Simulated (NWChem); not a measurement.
# One shape, several levels: [C4H5]+ (SMILES C[c+]1cc1)

We compute a comparison of 6 runs (HF/STO-3G, HF/3-21G, B3LYP/6-31G*, SVWN5/6-31G, PBE/6-311G**) of [C4H5]+. 

Program for the calculation: NWChem 7.3.0.

### Step 1. The structure to begin with

[C4H5]+: 9 atoms, total charge +1, spin state singlet. SMILES: `C[c+]1cc1`. The coordinates come from a GFN2-xTB relaxation.

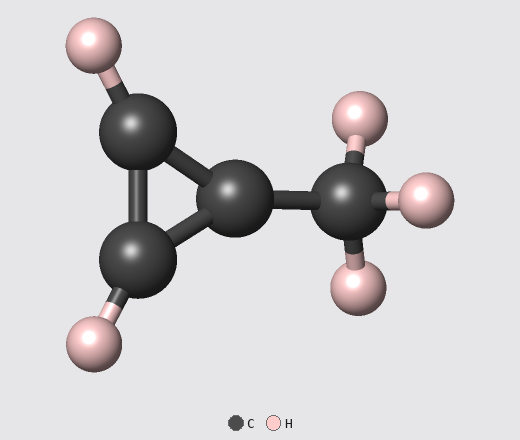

Viewed from a chosen angle; carbon dark grey, hydrogen pink.

### Step 2. Energy and forces at HF/STO-3G (run 1)

a.nw

```
start a
memory stack 880 mb heap 220 mb global 1100 mb
charge 1

geometry noautosym nocenter noautoz
  C        0.287760       1.056530      -0.748320
  C       -0.012710      -0.072660       0.066140
  C        0.288920      -1.353180       0.528330
  C       -0.826680      -0.720820       0.994510
  H       -0.218800       0.916560      -1.712850
  H       -0.108220       1.980620      -0.324400
  H        1.354140       1.132640      -0.964490
  H        0.925720      -2.212240       0.535820
  H       -1.690120      -0.727440       1.625270
end

basis spherical bse
  * library STO-3G
end

scf
  thresh 1e-08
  maxiter 80
  noprint "final vectors analysis"
end

task scf gradient
```

On the command line:

```console
$ nwchem a.nw > a.out
```

Standard output:

```text
[...]
  functions       =    25
[...]
  wavefunction    = RHF
[...]
         Total SCF energy =   -152.224258320514
      One-electron energy =   -399.935900563344
      Two-electron energy =    144.986189675854
 Nuclear repulsion energy =    102.725452566976
        Time for solution =      1.2s
[...]
                         RHF ENERGY GRADIENTS
    atom               coordinates                        gradient
                 x          y          z           x          y          z
   1 C       0.543788   1.996552  -1.414120   -0.008750  -0.052385   0.048322
   2 C      -0.024018  -0.137307   0.124986    0.015673   0.065995  -0.051227
   3 C       0.545980  -2.557139   0.998399    0.016622  -0.027862   0.003167
   4 C      -1.562199  -1.362152   1.879351   -0.024757  -0.004803   0.021005
   5 H      -0.413472   1.732047  -3.236817   -0.000422   0.001174  -0.001982
   6 H      -0.204506   3.742829  -0.613027   -0.003564   0.001622  -0.002700
   7 H       2.558954   2.140379  -1.822622    0.000711  -0.000804  -0.004435
   8 H       1.749357  -4.180527   1.012553   -0.013596   0.017433   0.000642
   9 H      -3.193864  -1.374662   3.071315    0.018083  -0.000371  -0.012792
[...]
```

Wall time 2.1 s (1 thread of Intel Xeon Platinum 8259CL at 2.50GHz (Skylake/Cascade Lake), shared host); peak memory 0.099 GiB.

### Step 3. Energy and forces at HF/3-21G (run 2)

c4h5.nw

```
start c4h5
memory 2200 mb
charge 1

geometry units angstroms noautosym nocenter noautoz
  C      0.287760     1.056530    -0.748320
  C     -0.012710    -0.072660     0.066140
  C      0.288920    -1.353180     0.528330
  C     -0.826680    -0.720820     0.994510
  H     -0.218800     0.916560    -1.712850
  H     -0.108220     1.980620    -0.324400
  H      1.354140     1.132640    -0.964490
  H      0.925720    -2.212240     0.535820
  H     -1.690120    -0.727440     1.625270
end

basis "ao basis" spherical bse
  C library 3-21G
  H library 3-21G
end

scf
  thresh 1e-08
  maxiter 80
  print low
end

task scf gradient
```

On the command line:

```console
$ nwchem c4h5.nw > c4h5.out
```

Standard output:

```text
[...]
  functions       =    46
[...]
  wavefunction    = RHF
[...]
         Total SCF energy =   -153.172632292646
      One-electron energy =   -400.844038977994
      Two-electron energy =    144.945954118373
 Nuclear repulsion energy =    102.725452566976
        Time for solution =      2.6s
[...]
                         RHF ENERGY GRADIENTS
    atom               coordinates                        gradient
                 x          y          z           x          y          z
   1 C       0.543788   1.996552  -1.414120   -0.003484  -0.024401   0.023667
   2 C      -0.024018  -0.137307   0.124986    0.010572   0.046533  -0.036990
   3 C       0.545980  -2.557139   0.998399    0.011094  -0.017586   0.001568
   4 C      -1.562199  -1.362152   1.879351   -0.015928  -0.002641   0.013437
   5 H      -0.413472   1.732047  -3.236817   -0.002112  -0.000844  -0.003304
   6 H      -0.204506   3.742829  -0.613027   -0.004802   0.005229   0.001044
   7 H       2.558954   2.140379  -1.822622    0.006095  -0.000973  -0.003620
   8 H       1.749357  -4.180527   1.012553    0.002805  -0.004748   0.000763
   9 H      -3.193864  -1.374662   3.071315   -0.004240  -0.000570   0.003435
 Task  times  cpu:        3.0s     wall:        3.0s
[...]
```

Wall time 3.9 s (1 thread of Intel Xeon Platinum 8259CL at 2.50GHz (Skylake/Cascade Lake), shared host); peak memory 0.098 GiB.

Runs 3 to 5 aren't shown in full; the table further down has their settings and results.

### Step 4. Energy and gradient at PBE/6-311G(d,p) (run 6)

run.xyz

```xyz
9
C4H5
C      0.287760     1.056530    -0.748320
C     -0.012710    -0.072660     0.066140
C      0.288920    -1.353180     0.528330
C     -0.826680    -0.720820     0.994510
H     -0.218800     0.916560    -1.712850
H     -0.108220     1.980620    -0.324400
H      1.354140     1.132640    -0.964490
H      0.925720    -2.212240     0.535820
H     -1.690120    -0.727440     1.625270
```

run.py

```python
from ase.io import read
from ase.calculators.nwchem import NWChem

molecule = read('run.xyz')

calc = NWChem(
    label='run',
    theory='dft',
    memory='2200 mb',
    basis='6-311G**',
    basispar='spherical bse',
    charge=1,
    dft={'xc': 'xpbe96 cpbe96', 'mult': '1', 'grid': 'fine', 'convergence': 'energy 1e-08', 'iterations': '100', 'mulliken': None},
)
molecule.calc = calc

forces = molecule.get_forces()
e = molecule.get_potential_energy()
print(f"E = {e:.6f} eV")
print("forces (eV/A):")
for s, f in zip(molecule.symbols, forces):
    print(f"{s:2s} {f[0]:10.5f} {f[1]:10.5f} {f[2]:10.5f}")
print("dipole (e A):", molecule.get_dipole_moment().round(4))
```

On the command line:

```console
$ export ASE_NWCHEM_COMMAND="nwchem PREFIX.nwi > PREFIX.nwo"
$ python run.py
```

Standard output:

```text
E = -4214.968652 eV
forces (eV/A):
C     0.20579    0.63388   -0.37075
C    -0.32288   -1.30725    0.98134
C    -0.61460    0.96046   -0.08814
C     0.87813    0.12660   -0.73143
H    -0.17247   -0.06659   -0.30483
H    -0.09189    0.23788    0.11277
H     0.27331    0.02607   -0.04762
H     0.44994   -0.60200    0.00010
H    -0.60534   -0.00905    0.44855
dipole (e A): [-0.1087 -0.3686  0.2442]
```

The calculator wrote run.nwi:

```
title "run"

permanent_dir run

scratch_dir run

start run

geometry units angstrom nocenter noautosym noautoz
  C  2.8776000000000002e-01 1.0565300000000000e+00 -7.4831999999999999e-01
  C  -1.2710000000000001e-02 -7.2660000000000002e-02 6.6140000000000004e-02
  C  2.8892000000000001e-01 -1.3531800000000000e+00 5.2832999999999997e-01
  C  -8.2667999999999997e-01 -7.2082000000000002e-01 9.9451000000000001e-01
  H  -2.1879999999999999e-01 9.1656000000000004e-01 -1.7128500000000000e+00
  H  -1.0822000000000000e-01 1.9806200000000000e+00 -3.2440000000000002e-01
  H  1.3541399999999999e+00 1.1326400000000001e+00 -9.6448999999999996e-01
  H  9.2571999999999999e-01 -2.2122400000000000e+00 5.3581999999999996e-01
  H  -1.6901200000000001e+00 -7.2743999999999998e-01 1.6252700000000000e+00
end

charge 1

memory 2200 mb

basis spherical bse noprint
   * library 6-311G**
end

dft
  xc xpbe96 cpbe96
  mult 1
  grid fine
  convergence energy 1e-08
  iterations 100
  mulliken
end

task dft gradient
```

run.nwo:

```text
Northwest Computational Chemistry Package (NWChem) 7.3.0
             --------------------------------------------------------

           Job information
           ---------------

    nwchem branch   = 7.3.0
    use scalapack   = T
    input           = run.nwi
    prefix          = run.
    data base       = run/run.db
    status          = startup
    nproc           =        1

           Memory information
           ------------------

[... 5 lines left out ...]
    hardfail = no
[... 107 lines left out ...]
  convergence criterion.
[... 38 lines left out ...]
          Spatial weights used:  Erf1
[... 34 lines left out ...]
 1-e energy   =    -392.831589
[... 43 lines left out ...]
           Coulomb energy =      168.620632545230
[... 785 lines left out ...]
          Convergence on density requested:  1.00D-05
[... 24 lines left out ...]
          total energy or number of iterations.
[... 36 lines left out ...]
                 ----------------------------------------
                 |  Time  |  1-e(secs)   |  2-e(secs)   |
                 ----------------------------------------
                 |  CPU   |       0.01   |       3.46   |
                 ----------------------------------------
                 |  WALL  |       0.01   |       3.46   |
                 ----------------------------------------

 Task  times  cpu:       34.0s     wall:       34.0s
 Total times  cpu:       34.0s     wall:       34.0s
```

It took 36 s on 1 thread of Intel Xeon Platinum 8259CL at 2.50GHz (Skylake/Cascade Lake), shared host; peak memory 0.12 GiB.

### Step 5. The series

```
run                               level  Cartesian functions  iteration cap  energy (Eh)  largest force (eV/Å)  wall time
  1                           HF/STO-3G                   no             80  -152.224258                 4.371      2.1 s
  2                            HF/3-21G                   no             80  -153.172632                 3.105      3.9 s
  3  B3LYP/6-31G* (Cartesian functions)                  yes            100  -155.076431                 2.485       47 s
  4  B3LYP/6-31G* (spherical functions)                   no            100  -155.073422                 2.507       44 s
  5                         SVWN5/6-31G                   no            100  -153.558437                 0.816       14 s
  6                        PBE/6-311G**                   no            100  -154.897242                 1.666       36 s
```

### Step 6. What came out

| quantity | value |
| --- | --- |
| run 6: total energy | -154.89724 Eh |
| run 6: HOMO energy | -14.31 eV |
| run 6: LUMO energy | -8.38 eV |
| run 6: HOMO–LUMO gap | 5.93 eV |
| run 6: largest force on an atom | 1.666 eV/Å |

In words: Totals of different functionals can't be ranked against each other. In run 1 the basis is minimal, so the values are rough. All runs together took 2.4 min, the longest 47 s.
